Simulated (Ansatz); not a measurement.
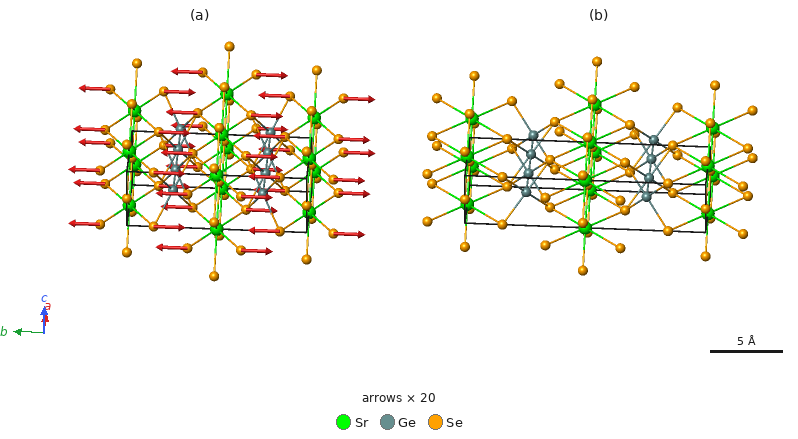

The structure of a crystal of SrGe$_{2}$Se$_{3}$ (built on the CeAl2Cu3-65 type type) before (left) and after (right) a relaxation, at one scale. The red arrows give the displacements (the part carried along by the change of the cell is left out), 20 times their true length.

The picture is a ball-and-stick view of the conventional cell (2 times the calculation's cell), repeated 2 × 1 × 1 with one cell outlined, seen from a free direction. Lengths and directions refer to the drawn axes.

Computed with Ansatz, DFT, r2SCAN+rVV10, plane waves, PAW.

Input file:
```yaml
crystal:
  lattice:
    - [2.5437474015, -6.2818019814, 0.0]
    - [2.5437474015, 6.2818019814, 0.0]
    - [0.0, 0.0, 4.5304965793]
  atoms:
    - { symbol: Sr, position: [0.5, 0.5, 0.0] }
    - { symbol: Ge, position: [0.0, 0.5, 0.5] }
    - { symbol: Ge, position: [0.5, 0.0, 0.5] }
    - { symbol: Se, position: [0.1492481565, 0.8507518435, 0.0] }
    - { symbol: Se, position: [0.8507518435, 0.1492481565, 0.0] }
    - { symbol: Se, position: [0.0, 0.0, 0.5] }
kpoints:
  mp_grid: { grid: [6, 6, 6] }
hamiltonian:
  xc: r2scan
  dispersion: rvv10
scf:
  occupations: { method: fermi_dirac, width: 0.03 }
relax:
  f_tol: 0.01
  cell: {}
  max_steps: 120
```

Command:
```bash
ansatz run input.yaml --threads 2 --pin off --max-ram 2211MiB --backend cpu --events-out ev --progress --plain --runs-dir out
```

### Describe what moved and what it gained.

The run was cut off at its time limit before the relaxation converged, so the last structure is only a point on the way. The largest moves relative to the cell, 0.11 Å, are those of Se4 and Se5. Se5 goes along +b. Ge and Sr stay in place. The drawn cell changes as follows: a 5.087 → 4.748 Å (−6.7 %), b 12.564 → 16.825 Å (+33.9 %), c 4.530 → 3.998 Å (−11.8 %); the volume changes by +10.3 %. Among the contacts that change: Sr1–Se4 3.160 → 3.538 Å, Se4–Se6 2.941 → 3.298 Å, Sr1–Se6 3.406 → 3.104 Å, Ge2–Ge3 2.544 → 2.374 Å. Among the angles between lasting bonds that change: Sr1–Se4–Sr1 107.2° → 84.3°, Ge2–Se4–Ge3 128.0° → 111.5°, Sr1–Se4–Ge2 84.6° → 97.7°. The space group stays Cmmm (No. 65). Over 10 accepted moves (12 points after the start) the energy falls by 121 meV per atom. The largest force component goes from 0.074 to 0.014 eV/Å. Pressure: 1.18 GPa at the start and 0.12 GPa at the end. The line search rejected the trial step at point 7 of the run. At 1 point the geometry stayed and the basis and grid were re-selected for the new cell (energy shift of 5.1 meV per atom at most each time). Cost: 12 min on 2 threads of Arm Neoverse N1, on a shared host, peak memory 1.6 GiB.
